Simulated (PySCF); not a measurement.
**Run report: C₃H₇FOSi, NMR shielding calculation**

System: C₃H₇FOSi.
Method: GIAO KT3/pcSseg-1 NMR shielding, non-relativistic, gas phase (PySCF 2.14.0).

The geometry comes from this level: PBE0-D3(BJ)/def2-SVP. Figures and captions count atoms from 1; the log counts them from 0 in places.

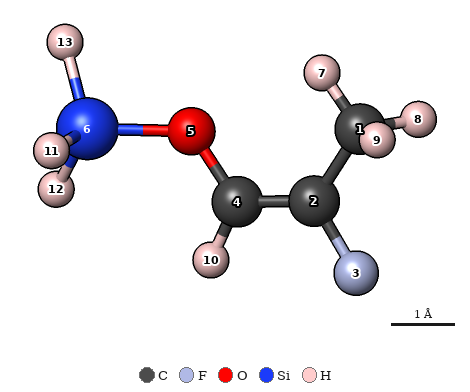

Figure 1. The input geometry (ball-and-stick view, seen at a tilt; atoms are numbered from 1 in the order of the input). Bond lengths as drawn: C–C 1.34 to 1.48 Å, C–F 1.34 Å, C–H 1.10 Å, C–O 1.36 Å, H–Si 1.49 Å and O–Si 1.68 Å.

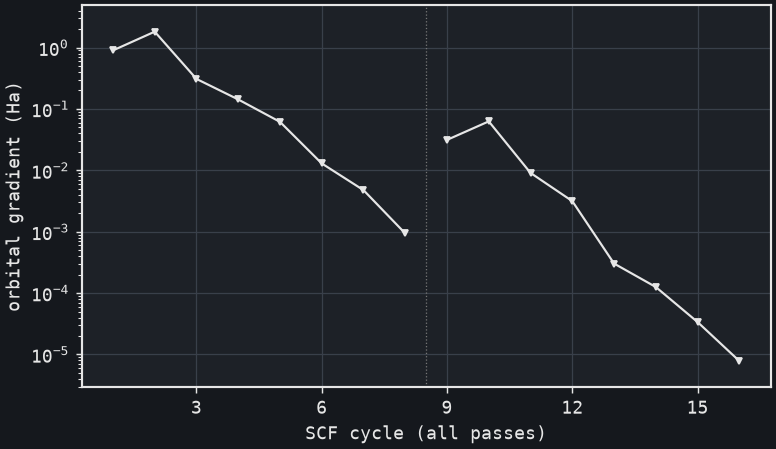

Figure 2. Convergence of the self-consistent field: orbital gradient against the SCF cycle. The dotted line marks the change from a coarse to the final integration grid. The first 8 cycles use a coarse grid, the final grid takes over at cycle 9, and the field converges after 16 cycles in all.

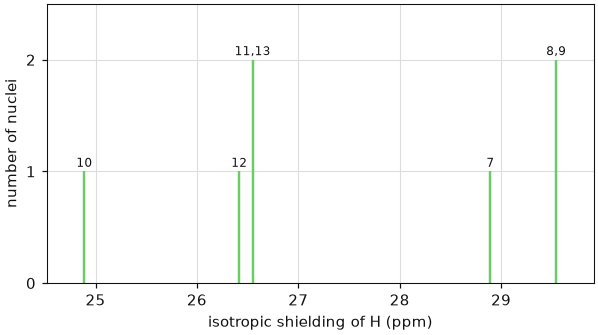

Figure 3. Isotropic shieldings of the hydrogen nuclei in this fixed geometry, labelled by atom number; shielding grows to the right, so chemical shift grows to the left. The least shielded is H10 (24.9 ppm), the most shielded H9 (29.6 ppm).

The input and output of the run follow.

The input:
```
{"job": {"kind": "nmr", "xc": "KT3", "basis": "pcSseg-1", "pop": false}, "charge": 0, "multiplicity": 1}
C      2.187703    -0.020243     0.104776
C      1.110116    -0.915207    -0.371939
F      1.520586    -2.141817    -0.730031
C     -0.191207    -0.633494    -0.486881
O     -0.686391     0.594992    -0.186292
Si    -2.268506     0.892562     0.280275
H      1.772348     0.961032     0.364739
H      2.956013     0.109801    -0.674567
H      2.685907    -0.447724     0.990227
H     -0.882297    -1.396845    -0.864754
H     -2.534030     0.357965     1.649584
H     -3.206258     0.239663    -0.683527
H     -2.423511     2.369546     0.255319
```

The first line tells a small driver script what to run in PySCF; the rest is the geometry in Å.

Run as:
```bash
OMP_NUM_THREADS=1 python <driver script> task.json out
```

What the program printed:
```
coarse grid: 11400 points
cycle   1  E = -589.1782284540  dE =  5.945e-01  |g| = 8.987e-01  |ddm| = 3.225e+00
cycle   2  E = -588.6746656760  dE =  5.036e-01  |g| = 1.817e+00  |ddm| = 2.615e+00
cycle   3  E = -589.3003114104  dE = -6.256e-01  |g| = 3.086e-01  |ddm| = 2.160e+00
cycle   4  E = -589.3178922319  dE = -1.758e-02  |g| = 1.429e-01  |ddm| = 4.192e-01
cycle   5  E = -589.3216287956  dE = -3.737e-03  |g| = 6.165e-02  |ddm| = 1.763e-01
cycle   6  E = -589.3225707937  dE = -9.420e-04  |g| = 1.296e-02  |ddm| = 5.927e-02
cycle   7  E = -589.3226048943  dE = -3.410e-05  |g| = 4.761e-03  |ddm| = 1.156e-02
cycle   8  E = -589.3226096179  dE = -4.724e-06  |g| = 9.384e-04  |ddm| = 4.540e-03
final grid: 105968 points
cycle   9  E = -589.4162372049  dE = -1.157e-04  |g| = 3.132e-02  |ddm| = 5.195e-02
cycle  10  E = -589.4156808753  dE =  5.563e-04  |g| = 6.277e-02  |ddm| = 7.269e-02
cycle  11  E = -589.4163618075  dE = -6.809e-04  |g| = 9.082e-03  |ddm| = 5.895e-02
cycle  12  E = -589.4163805827  dE = -1.878e-05  |g| = 3.153e-03  |ddm| = 1.077e-02
cycle  13  E = -589.4163828332  dE = -2.251e-06  |g| = 3.031e-04  |ddm| = 2.599e-03
cycle  14  E = -589.4163828535  dE = -2.021e-08  |g| = 1.257e-04  |ddm| = 3.948e-04
cycle  15  E = -589.4163828562  dE = -2.755e-09  |g| = 3.378e-05  |ddm| = 1.135e-04
cycle  16  E = -589.4163828565  dE = -2.663e-10  |g| = 7.831e-06  |ddm| = 3.674e-05
converged SCF energy = -589.4163828565

GIAO shielding tensors (ppm)
atom      isotropic    diamagn.    paramagn.     s11        s22        s33       span
  0 C      168.692     250.843     -82.151    156.146    167.574    182.357     26.211
  1 C       33.054     252.886    -219.832    -36.234     60.929     74.466    110.700
  2 F      312.030     473.939    -161.909    241.592    334.209    360.290    118.699
  3 C       57.654     255.767    -198.113     -8.559     80.339    101.181    109.740
  4 O      265.427     399.653    -134.226    191.344    280.373    324.564    133.220
  5 Si     395.387     881.035    -485.647    348.033    358.045    480.084    132.051
  6 H       28.895      31.819      -2.924     24.305     29.550     32.830      8.526
  7 H       29.538      27.558       1.979     25.825     27.109     35.679      9.854
  8 H       29.550      28.337       1.213     25.924     27.135     35.590      9.666
  9 H       24.891      31.382      -6.492     22.495     23.873     28.304      5.808
 10 H       26.531      29.001      -2.469     23.442     24.907     31.245      7.803
 11 H       26.418      28.547      -2.129     23.630     24.814     30.810      7.179
 12 H       26.569      28.853      -2.284     23.497     25.094     31.115      7.618
```

Key numbers:

```csv
quantity,value
outcome,converged
total energy,−589.416383 hartree
HOMO,−5.24 eV
LUMO,−0.76 eV
dipole moment,1.39 D
"isotropic shielding, C",33.1 to 168.7 ppm
"isotropic shielding, F",312.0 ppm
"isotropic shielding, O",265.4 ppm
"isotropic shielding, Si",395.4 ppm
"isotropic shielding, H",24.9 to 29.6 ppm
hardware,"1 CPU thread, shared host"
wall time,30 s
peak memory,0.74 GiB
```
